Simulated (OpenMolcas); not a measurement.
**MnF6 (charge −3): single-point calculation (part 3 of 3)**

Continued. System: MnF6, charge −3, multiplicity 5. Method: HF/ANO-RCC-MB, ROHF, DKH2 (OpenMolcas 26.06). The geometry comes from this level: GFN2-xTB.

Geometry of the input (Å):
```
Mn 0.0001  -0.0000  0.0002
F  -0.0216  -0.0134  2.1788
F  0.0204  0.0112  -2.1788
F  2.1642  0.0059  0.0200
F  -2.1636  -0.0041  -0.0207
F  -0.0043  1.8272  0.0104
F  0.0048  -1.8269  -0.0099
```

## The program's output, continued
```
++    Molecular properties:
      ---------------------

      Charge (e):
                      =   -3.0000
      Dipole Moment (debye):
      Origin of the operator (angstrom)=    0.0000   -0.0000    0.0000
                   X=  7.0490E-04               Y= -9.1911E-04               Z=  3.3453E-03           Total=  3.5401E-03
      Center of Charge (angstrom)
                     X=   -0.00004667               Y=    0.00006342               Z=   -0.00022790
      Quadrupole Moment (debye*angstrom):
      Origin of the operator (angstrom)=    0.0000   -0.0000    0.0000
                  XX= -7.9249E+01              XY= -2.8101E-02              XZ=  1.4194E-02              YY= -6.6009E+01
                  YZ=  8.0184E-02              ZZ= -7.9962E+01
      In traceless form (debye*angstrom)
                  XX= -6.2633E+00              XY= -4.2152E-02              XZ=  2.1291E-02              YY=  1.3596E+01
                  YZ=  1.2028E-01              ZZ= -7.3330E+00
--

      Mulliken spin population analysis for root number:  1
      ---------------------------------------------------

++    Molecular charges:
      ------------------

      Mulliken spin population per centre
      ---------------------------

                MN1     F2      F3      F4      F5      F6      F7
      Total    3.7991  0.0338  0.0338  0.0334  0.0334  0.0332  0.0333

      Total electronic spin=    4.000000
--

      LoProp population analysis for root number:  1
      -----------------------------------------------

++    LoProp analysis:
      ----------------

++    Static properties:
      ------------------

      LoProp Charges per center

                   MN1      F2       F3       F4       F5       F6       F7
      Nuclear     25.0000   9.0000   9.0000   9.0000   9.0000   9.0000   9.0000
      Electronic -23.2811  -9.8286  -9.8287  -9.8239  -9.8239  -9.7070  -9.7068

      Total        1.7189  -0.8286  -0.8287  -0.8239  -0.8239  -0.7070  -0.7068
--

      Natural Bond Order analysis for root number:  1

++    Natural Bond Order analysis
      ---------------------------
      Based on LoProp computed density
      -------------------------------------------------------------------------------------
      Atom A       Atom B       Bond Order
      -------------------------------------------------------------------------------------
      NBO located      0.988 non-bonded electrons on atom MN1
      NBO located      0.994 non-bonded electrons on atom MN1
      NBO located      1.000 non-bonded electrons on atom MN1
      NBO located      1.001 non-bonded electrons on atom MN1
      NBO located      1.001 non-bonded electrons on atom MN1
      NBO located      1.000 non-bonded electrons on atom MN1
      NBO located      1.000 non-bonded electrons on atom MN1
      NBO located      1.000 non-bonded electrons on atom MN1
      NBO located      1.000 non-bonded electrons on atom MN1
      NBO located      1.000 non-bonded electrons on atom F2
      NBO located      0.994 non-bonded electrons on atom F2
      NBO located      0.994 non-bonded electrons on atom F2
      NBO located      1.000 non-bonded electrons on atom F3
      NBO located      0.994 non-bonded electrons on atom F3
      NBO located      0.994 non-bonded electrons on atom F3
      NBO located      1.000 non-bonded electrons on atom F4
      NBO located      0.994 non-bonded electrons on atom F4
      NBO located      0.994 non-bonded electrons on atom F4
      NBO located      1.000 non-bonded electrons on atom F5
      NBO located      0.994 non-bonded electrons on atom F5
      NBO located      0.994 non-bonded electrons on atom F5
      NBO located      1.000 non-bonded electrons on atom F6
      NBO located      0.985 non-bonded electrons on atom F6
      NBO located      0.985 non-bonded electrons on atom F6
      NBO located      1.000 non-bonded electrons on atom F7
      NBO located      0.985 non-bonded electrons on atom F7
      NBO located      0.985 non-bonded electrons on atom F7
      The remaining   14.720 electrons are to be considered as diffuse
--

--

      Canonical orbitals are written to the RASORB file
      Natural orbitals for root   1 are written to the RASORB.1 file
      Spin density orbitals for root   1 are written to the SPDORB.1 file

--- Stop Module: rasscf /rc=_RC_ALL_IS_WELL_ ---
--- Module rasscf spent 1 second ---

.##################.
.# Happy landing! #.
.##################.

    Timing: Wall=9.16 User=8.24 System=0.90
```

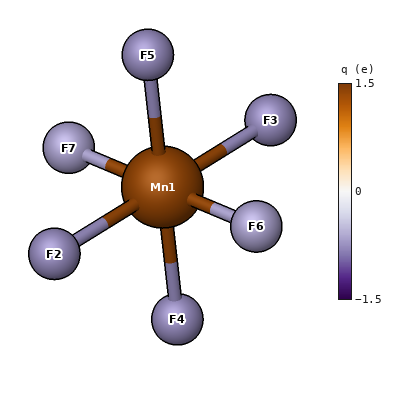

Fig. 1: Mulliken charges, as the colour of each atom (ball-and-stick view, seen at a tilt; atoms are numbered from 1 in the order of the input). By element: Mn +1.38 and F −0.77 to −0.66 e.

## Results in brief

```tsv
quantity	value
outcome	converged
total energy	−1754.136143 hartree
basis functions	48
hardware	1 thread of Arm Neoverse V2, 24 GiB of memory available, shared host
wall time	9.6 s
peak memory	0.41 GiB
```
